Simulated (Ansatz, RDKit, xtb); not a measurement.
# C5H3FOS: which of the isomers drawn lies lowest?, part 2 of 2

Which of a sample of isomers of C5H3FOS is the most stable in the gas at 298.15 K, and what are its properties? The sample is small against all isomers, and the most stable one of this formula need not be in it.

xtb, Ansatz and PySCF; isolated molecules. Earlier steps stand in the parts before.

### 6 After refinement

```tsv
label	spin	r2SCAN-D4/def2-SVP (kcal/mol)	PBE0-D3(BJ)/def2-SVP, relaxed (kcal/mol)	time
c649a	singlet	0.1	0.0	15 s
c158a	singlet	0.0	0.2	15 s
c797a	singlet	18.1	20.2	15 s
```

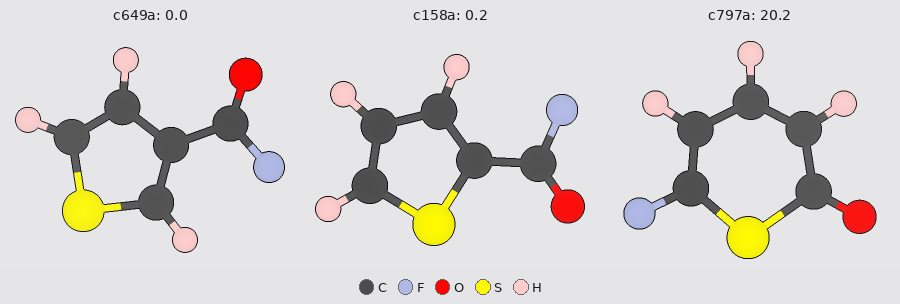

The relaxed structures, with energies at PBE0-D3(BJ)/def2-SVP in kcal/mol.

### 7 Harmonic analysis of the finalists

The lowest few in one piece go on as finalists. In this search the thermal terms come from GFN2-xTB at its own nearest minimum. The first, c649a:

start.xyz

```xyz
11
c649a
C      0.637083    -1.640403    -1.130459
C      0.438072    -1.093283     0.214587
C      0.521923     0.303886     0.498342
C      0.300124     0.571174     1.818652
C      0.153976    -1.847526     1.332747
F      0.509177    -2.977692    -1.152005
O      0.883164    -1.038551    -2.122753
S     -0.009590    -0.866529     2.716277
H      0.738349     1.054664    -0.261645
H      0.300757     1.537789     2.320612
H      0.037674    -2.928580     1.387376
```

Started as:

```bash
xtb start.xyz --gfn 2 --ohess tight
```

The program printed, shortened:

```text
* xtb version 6.7.1
[...]
          :  # basis functions                  41          :
[...]
          :  # electrons                        42          :
[...]
          :  Hamiltonian                  GFN2-xTB          :
[...]
          :  net charge                          0          :
          :  unpaired electrons                  0          :
[...]
   *** convergence criteria satisfied after 12 iterations ***
[...]
   *** GEOMETRY OPTIMIZATION CONVERGED AFTER 7 ITERATIONS ***
[...]
   *** convergence criteria satisfied after 3 iterations ***
[...]
         ::                     SUMMARY                     ::
         :::::::::::::::::::::::::::::::::::::::::::::::::::::
         :: total energy             -24.259716548961 Eh    ::
         :: gradient norm              0.000294564100 Eh/a0 ::
         :: HOMO-LUMO gap              3.413638654098 eV    ::
         ::.................................................::
         :: SCC energy               -24.529808077624 Eh    ::
         :: -> isotropic ES            0.037870709209 Eh    ::
         :: -> anisotropic ES         -0.000156905335 Eh    ::
         :: -> anisotropic XC          0.001780671129 Eh    ::
         :: -> dispersion             -0.009232455639 Eh    ::
         :: repulsion energy           0.270091528662 Eh    ::
         :: add. restraining           0.000000000000 Eh    ::
         :: total charge               0.000000000000 e     ::
         :::::::::::::::::::::::::::::::::::::::::::::::::::::
[...]
        21        2.0000           -0.4303902             -11.7115 (HOMO)
        22                         -0.3049413              -8.2979 (LUMO)
[...]
molecular dipole:
                 x           y           z       tot (Debye)
 q only:       -0.241       0.616       1.600
   full:       -0.219       0.614       1.478       4.106
molecular quadrupole (traceless):
[...]
          | TOTAL ENERGY              -24.259716548961 Eh   |
          | TOTAL ENTHALPY            -24.185412033248 Eh   |
          | TOTAL FREE ENERGY         -24.225355014465 Eh   |
          | GRADIENT NORM               0.000294580177 Eh/α |
[...]
```

It took 0.17 s on 4 threads of Arm Neoverse V1, shared host.

### 8 Thermal terms of the finalists

As xtb prints them, at 298.15 K, with its own treatment of low modes:

```tsv
label	SMILES	spin	lowest mode (cm⁻¹)	zero-point (kcal/mol)	G − E (kcal/mol)
c649a	O=C(F)c1ccsc1	singlet	69	41.7	21.6
c158a	O=C(F)c1cccs1	singlet	72	41.7	21.6
c797a	O=c1cccc(F)s1	singlet	92	41.6	21.7
```

### 9 Last filter: a higher level

Single points at CCSD(T)/def2-SVP + MP2/def2-TZVPP - MP2/def2-SVP on the refined geometries decide the order.

c649a, CCSD(T)/def2-SVP:

input.yaml

```yaml
crystal:
  periodic: [false, false, false]
  atoms:
    - {symbol: C, position_ang: [0.637083, -1.640403, -1.130459]}
    - {symbol: C, position_ang: [0.438072, -1.093283, 0.214587]}
    - {symbol: C, position_ang: [0.521923, 0.303886, 0.498342]}
    - {symbol: C, position_ang: [0.300124, 0.571174, 1.818652]}
    - {symbol: C, position_ang: [0.153976, -1.847526, 1.332747]}
    - {symbol: F, position_ang: [0.509177, -2.977692, -1.152005]}
    - {symbol: O, position_ang: [0.883164, -1.038551, -2.122753]}
    - {symbol: S, position_ang: [-0.009590, -0.866529, 2.716277]}
    - {symbol: H, position_ang: [0.738349, 1.054664, -0.261645]}
    - {symbol: H, position_ang: [0.300757, 1.537789, 2.320612]}
    - {symbol: H, position_ang: [0.037674, -2.928580, 1.387376]}
basis:
  gaussian:
    orbitals: def2-SVP
correlation:
  method: ccsd_t
  frozen_orbitals: {C: 1, H: 0, O: 1, F: 1, S: 5}
```

Started as:

```bash
ansatz run input.yaml --threads 4 --pin off --max-ram 7830MiB --events-out events.jsonl --progress --plain --runs-dir runs
```

The program printed, shortened:

```text
Warning: RAYON_NUM_THREADS=4 ignored (pool sized by the plan → 4); use --threads N
Functional definition: HF
  name "HF"
[...]
1304 factors; integrals over basis functions are off by at most 1.4e-3 eV
[...]
mean field -20748.85836470 eV, -762.5064808213 hartree, gradient 2.9e-6 eV, S^2 0.000000; 0 other end points of the search recorded, 0 dependent functions left out; unrestricted orbitals would lower it
12 core orbitals not correlated: weight in the atoms' cores, before any rotation towards them, 1.000 or more for the frozen orbitals, at most 0.000 for the correlated occupied ones
reference -20748.85836470 eV, -762.5064808213 hartree; 21, 21 occupied and 98, 98 virtual orbitals, 1304 factors
second order -30.91091301 eV of doubles, -0.00000000 eV of singles
cycle   1  -30.67680831 eV  change    2.3e-1 eV  update   1.5e-1
[...]
cycle  10  -31.74773685 eV  change   -2.6e-5 eV  update   2.6e-5
perturbative correction -1.25570622 eV, -0.0461463524 hartree
Total energy: -20781.86180777 eV, -763.7193349835 hartree
```

It took 24 s on 4 threads of Arm Neoverse V1, shared host; peak memory 0.94 GiB.

### 10 c649a at MP2/def2-TZVPP

Edit input.yaml of step 9 so:

```diff
@@ -16,5 +16,5 @@
   gaussian:
-    orbitals: def2-SVP
+    orbitals: def2-TZVPP
 correlation:
-  method: ccsd_t
+  method: mp2
   frozen_orbitals: {C: 1, H: 0, O: 1, F: 1, S: 5}
```

Started as:

```bash
ansatz run input.yaml --threads 4 --pin off --max-ram 7830MiB --events-out events.jsonl --progress --plain --runs-dir runs
```

The program printed:

```text
Warning: RAYON_NUM_THREADS=4 ignored (pool sized by the plan → 4); use --threads N
Functional definition: HF
  name "HF"
  exchange = exact_x
  correlation = 0
1875 factors; integrals over basis functions are off by at most 1.2e-3 eV
mean field evaluation 1: about -20758.0309 eV, gradient 5.0e1 eV
mean field evaluation 2: about -20758.5303 eV, gradient 5.0e1 eV
mean field evaluation 4: about -20764.2357 eV, gradient 5.7e0 eV
mean field evaluation 8: about -20764.3732 eV, gradient 7.2e-1 eV
mean field evaluation 16: about -20764.3781 eV, gradient 1.8e-6 eV
mean field -20764.37809497 eV, -763.0768203891 hartree, gradient 1.7e-6 eV, S^2 0.000000; 0 other end points of the search recorded, 0 dependent functions left out; unrestricted orbitals would lower it
12 core orbitals not correlated: weight in the atoms' cores, before any rotation towards them, 1.000 or more for the frozen orbitals, at most 0.000 for the correlated occupied ones
reference -20764.37809497 eV, -763.0768203891 hartree; 21, 21 occupied and 268, 268 virtual orbitals, 1875 factors
second order -38.76910782 eV of doubles, -0.00000000 eV of singles
Total energy: -20803.14720279 eV, -764.5015588228 hartree
```

It took 9 s on 4 threads of Arm Neoverse V1, shared host; peak memory 0.96 GiB.

### 11 c158a at CCSD(T)/def2-SVP

input.yaml

```yaml
crystal:
  periodic: [false, false, false]
  atoms:
    - symbol: C
      position_ang: [-1.587387, -0.188728, -2.509492]
    - symbol: C
      position_ang: [-1.392542, 0.015960, -1.079621]
    - symbol: C
      position_ang: [-1.692105, 1.127245, -0.318258]
    - symbol: C
      position_ang: [-1.356571, 0.949385, 1.043691]
    - symbol: C
      position_ang: [-0.810928, -0.290889, 1.284304]
    - symbol: F
      position_ang: [-2.134630, 0.893621, -3.084562]
    - symbol: O
      position_ang: [-1.322577, -1.153991, -3.147855]
    - symbol: S
      position_ang: [-0.700446, -1.245322, -0.127161]
    - symbol: H
      position_ang: [-2.136624, 2.027252, -0.743153]
    - symbol: H
      position_ang: [-1.508386, 1.700421, 1.819437]
    - symbol: H
      position_ang: [-0.465341, -0.690718, 2.237469]
basis:
  gaussian: {orbitals: def2-SVP}
correlation: {method: ccsd_t, frozen_orbitals: {C: 1, H: 0, O: 1, F: 1, S: 5}}
```

Started as:

```bash
ansatz run input.yaml --threads 4 --pin off --max-ram 7830MiB --events-out events.jsonl --progress --plain --runs-dir runs
```

The program printed, shortened:

```text
Warning: RAYON_NUM_THREADS=4 ignored (pool sized by the plan → 4); use --threads N
Functional definition: HF
  name "HF"
[...]
1305 factors; integrals over basis functions are off by at most 1.4e-3 eV
[...]
mean field -20748.80179095 eV, -762.5044017746 hartree, gradient 3.1e-6 eV, S^2 0.000000; 0 other end points of the search recorded, 0 dependent functions left out; unrestricted orbitals would lower it
12 core orbitals not correlated: weight in the atoms' cores, before any rotation towards them, 1.000 or more for the frozen orbitals, at most 0.000 for the correlated occupied ones
reference -20748.80179095 eV, -762.5044017746 hartree; 21, 21 occupied and 98, 98 virtual orbitals, 1305 factors
second order -30.94838348 eV of doubles, -0.00000000 eV of singles
cycle   1  -30.67409059 eV  change    2.7e-1 eV  update   1.5e-1
[...]
cycle  10  -31.75898723 eV  change   -3.7e-5 eV  update   2.1e-5
perturbative correction -1.26660824 eV, -0.0465469944 hartree
Total energy: -20781.82738643 eV, -763.7180700228 hartree
```

It took 22 s on 4 threads of Arm Neoverse V1, shared host; peak memory 0.94 GiB.

For c649a, c158a, c797a the log finds that unrestricted Hartree-Fock orbitals lie lower, a sign to watch the closed-shell reference there.

### 12 Free energies and the winner

Energies in kcal/mol from c649a; G adds the thermal terms to the CCSD(T)/def2-SVP + MP2/def2-TZVPP - MP2/def2-SVP energy. The columns left of the relaxed level are at the tight-binding geometries.

```tsv
label	SMILES	spin	GFN2-xTB	HF/STO-3G	r2SCAN-D4/def2-SVP	PBE0-D3(BJ)/def2-SVP	HF/def2-SVP	MP2/def2-SVP	CCSD(T)/def2-SVP + MP2/def2-TZVPP - MP2/def2-SVP	G	share at equilibrium	T1
c649a	O=C(F)c1ccsc1	singlet	0.0	0.0	0.0	0.0	0.0	0.0	0.0	0.0	78.2 %	0.015
c158a	O=C(F)c1cccs1	singlet	0.5	1.4	-0.1	0.2	1.3	0.4	0.8	0.8	21.8 %	0.015
c797a	O=c1cccc(F)s1	singlet	11.9	15.9	18.0	20.2	25.5	27.5	23.3	23.4	< 0.1 %	0.017
```

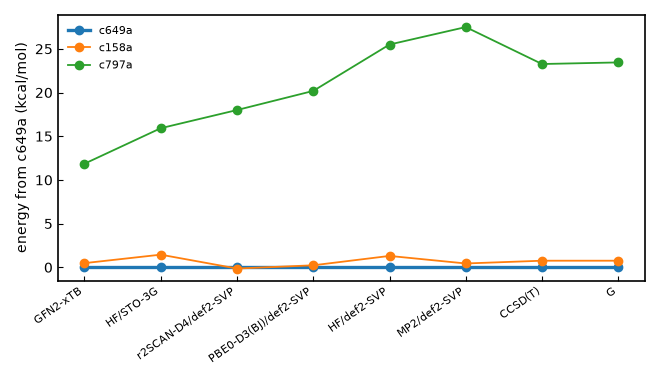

The finalists at each level, measured from c649a.

Lowest found: c649a, `O=C(F)c1ccsc1`, a singlet. Bond lengths: C1–C2 1.466 Å, C2–C3 1.428 Å, C3–C4 1.365 Å, C2–C5 1.378 Å, C1–F6 1.344 Å, C1–O7 1.186 Å, C4–S8 1.723 Å, C5–S8 1.704 Å, C3–H9 1.090 Å, C4–H10 1.089 Å, C5–H11 1.089 Å. Some angles: C1–C2–C3 122.7°, C1–C2–C5 124.6°, C3–C2–C5 112.7°, C2–C1–F6 111.9°, C2–C1–O7 127.3°, F6–C1–O7 120.7°, C2–C3–C4 112.0°, C3–C4–S8 111.7°, C2–C5–S8 111.3°, C4–S8–C5 92.3°.

```xyz
11

C     0.6371   -1.6404   -1.1305
C     0.4381   -1.0933    0.2146
C     0.5219    0.3039    0.4983
C     0.3001    0.5712    1.8187
C     0.1540   -1.8475    1.3327
F     0.5092   -2.9777   -1.1520
O     0.8832   -1.0386   -2.1228
S    -0.0096   -0.8665    2.7163
H     0.7383    1.0547   -0.2616
H     0.3008    1.5378    2.3206
H     0.0377   -2.9286    1.3874
```

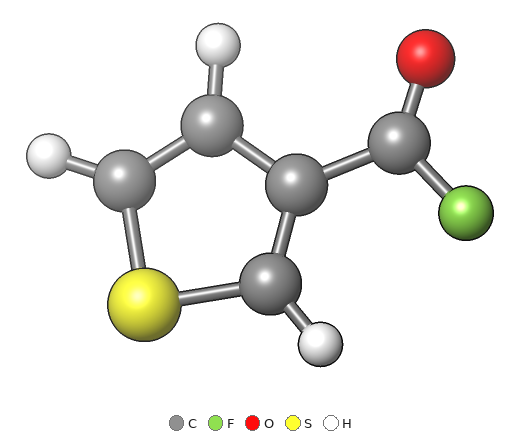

The lowest structure found, seen from a chosen angle (carbon grey, fluorine green, oxygen red, sulfur yellow, hydrogen white).

### 13 Summary of results

This closing draws on all 2 parts.

| quantity | value |
| --- | --- |
| lowest structure found | O=C(F)c1ccsc1, singlet |
| next finalist | O=C(F)c1cccs1, singlet, 0.8 kcal/mol higher in G |
| share at equilibrium, among the finalists | 78.2 % |
| funnel | 13 starts, 13 minima at GFN2-xTB, 15 screening runs, 3 relaxed, 3 ranked |
| CPU time of all runs | 11 min |

**Reading.** The search ends on `O=C(F)c1ccsc1`. Its margin of 0.8 kcal/mol is inside the likely error of CCSD(T)/def2-SVP + MP2/def2-TZVPP - MP2/def2-SVP with harmonic terms (about 1.5 kcal/mol), so the order of the first two is not settled. GFN2-xTB, HF/STO-3G, PBE0-D3(BJ)/def2-SVP, HF/def2-SVP and MP2/def2-SVP already put its bonding pattern lowest among the structures in one piece; r2SCAN-D4/def2-SVP favours the singlet O=C(F)c1cccs1. The largest share of the time went into the final energies (55 %). Lowest found is not proven lowest: the search is finite, and each finalist counts with one conformer. Only 12 drawn patterns were tried, so whole families of isomers are missing, and the result ranks this sample alone.
